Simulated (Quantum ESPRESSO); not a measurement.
# Effort and miss along a sweep of ecutwfc: CaCdPt (Pnma, 12 atoms in the cell)

Cell: a = 7.1586 Å, b = 4.2515 Å, c = 8.4334 Å, α = 90.00°, β = 90.00°, γ = 90.00°.

Computed with PBEsol, GBRV 1.5 ultrasoft (PBESOL) pseudopotentials (plane waves; Quantum ESPRESSO 7.5).

Base settings: ecutwfc = 40 Ry; ecutrho = 320 Ry; occupations = smearing; smearing = cold; degauss = 0.0073499 Ry; potentials = {Ca: ca_pbesol_v1.uspp.F.UPF, Cd: cd_pbesol_v1.uspp.F.UPF, Pt: pt_pbesol_v1.4.uspp.F.UPF}; K_POINTS = automatic 4 7 3 0 0 0; conv_thr = 1e-11 Ry.

Misses are taken against the tightest run, 40 Ry, which need not be fully converged itself. The energy is the free energy per atom.

The count of work is k-points × plane waves × bands × iterations; it is no time, and leaves out set-up, grids and terms that scale otherwise. Core times come from one kind of shared machine and are given to one figure; runs under 30 s give none.

The starting cell comes from a database of computed structures (which also holds hypothetical and non-ambient phases and stackings), without a prior relaxation at this level. Its lattice was rescaled by a random factor within 2.5 % of one. Spin polarisation is off.

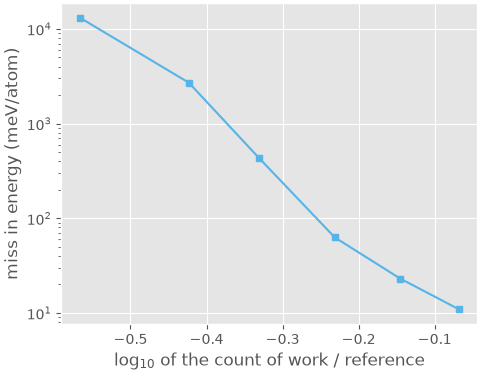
Figure. Miss against the count of work; the reference run is not drawn, and misses under 0.1 meV/atom are drawn there.

| ecutwfc | energy less reference (meV/atom) | pressure less reference (GPa) | largest difference in the force on any atom (eV/Å) | count of work / reference | core time / reference (rough) |
|---|---|---|---|---|---|
| 16 Ry (ecutrho: 320 Ry → 128 Ry) | 13033.68 | -391.55 | 0.325 | 0.27 | 0.3 |
| 20 Ry (ecutrho: 320 Ry → 160 Ry) | 2702.78 | -112.72 | 0.072 | 0.38 | 0.2 |
| 24 Ry (ecutrho: 320 Ry → 192 Ry) | 437.43 | -25.30 | 0.016 | 0.47 | 0.4 |
| 28 Ry (ecutrho: 320 Ry → 224 Ry) | 62.81 | -3.28 | 0.005 | 0.59 | 0.5 |
| 32 Ry (ecutrho: 320 Ry → 256 Ry) | 23.00 | -0.08 | 0.001 | 0.72 | 0.5 |
| 36 Ry (ecutrho: 320 Ry → 288 Ry) | 10.98 | -0.15 | 0.000 | 0.85 | 0.7 |
| 40 Ry | 0.00 | 0.00 | 0.000 | 1.0 | 1 |

The last two settings still differ by 11 meV/atom, so the table cannot show that the reference is converged.

The step from 16 Ry (ecutrho: 320 Ry → 128 Ry) to 36 Ry (ecutrho: 320 Ry → 288 Ry): it takes the miss in the energy from 13000 to 11 meV/atom, for 3.1 times the count of work and roughly 3 times the time.
